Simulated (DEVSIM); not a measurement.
Structure: abrupt In0.53Ga0.47As n-p junction, at 250 K.

```csv
layer (left to right),material,thickness (μm),Nd (cm⁻³),Na (cm⁻³),τn (s),τp (s)
1,In0.53Ga0.47As,0.150,1.2e16,-,6e-9,6e-9
2,In0.53Ga0.47As,2.60,-,7.3e17,6e-9,6e-9
```

Left contact: ohmic. Right contact: ohmic. Voltage is applied to the left contact. Recombination: SRH at mid-gap, Auger. Mobility is μmin + (μ − μmin)/(1 + (N/Nref)^α).

Constants are typed, rounded textbook-type inputs, not results; the design itself was drawn at random and stands for no fabricated device. Values at 300 K; Nc and Nv go as T^1.5, mobilities as T to minus their exponent, the gap by Varshni's rule with the affinity fixed.

```tsv
parameter	In0.53Ga0.47As
gap (eV)	0.74
affinity (eV)	4.51
permittivity	13.9
Nc (cm⁻³)	2.1e17
Nv (cm⁻³)	7.7e18
μn (cm²/Vs)	12000
μp (cm²/Vs)	300
μn,min	300
μp,min	10
Nref,n	1.3e17
Nref,p	4.9e17
αn	0.48
αp	0.4
T exponent of μn	1.6
T exponent of μp	1.6
Cn (cm⁶/s)	5e-29
Cp (cm⁶/s)	5e-29
Varshni α (eV/K)	0.00035
Varshni β (K)	190
```

Simulated with DEVSIM: 1D drift-diffusion, Boltzmann statistics, complete ionisation; no tunnelling, impact ionisation, image-force lowering or self-heating.

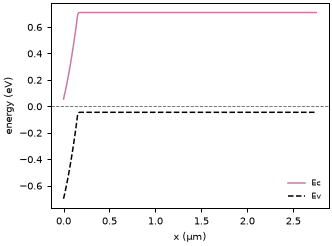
*Band edges at zero bias*

Energies count from the Fermi level of the right contact; mesh points crowd at the junctions.

```csv
x (μm),Ec (eV),Ev (eV),n (cm⁻³),p (cm⁻³),field (V/cm)
0.000,0.056,-0.699,1.2e16,48000,30000
0.01401,0.099,-0.656,1.6e15,360000,32000
0.03541,0.170,-0.585,6.0e13,9600000,35000
0.06321,0.273,-0.482,5.1e11,1.1e9,39000
0.1061,0.455,-0.300,1.1e8,5.3e12,46000
0.1285,0.561,-0.193,770000,7.5e14,49000
0.1446,0.644,-0.111,17000,3.4e16,54000
0.1636,0.707,-0.048,890,6.4e17,5600
0.1870,0.710,-0.045,790,7.3e17,44
0.2249,0.710,-0.045,790,7.3e17,≈ 0
0.2929,0.710,-0.045,790,7.3e17,≈ 0
0.4431,0.710,-0.045,790,7.3e17,≈ 0
0.6601,0.710,-0.045,790,7.3e17,≈ 0
0.9900,0.710,-0.045,790,7.3e17,≈ 0
1.690,0.710,-0.045,790,7.3e17,≈ 0
2.130,0.710,-0.045,790,7.3e17,≈ 0
2.376,0.710,-0.045,790,7.3e17,≈ 0
2.528,0.710,-0.045,790,7.3e17,≈ 0
2.650,0.710,-0.045,790,7.3e17,≈ 0
2.697,0.710,-0.045,790,7.3e17,≈ 0
2.729,0.710,-0.045,790,7.3e17,≈ 0
2.750,0.710,-0.045,790,7.3e17,≈ 0
```
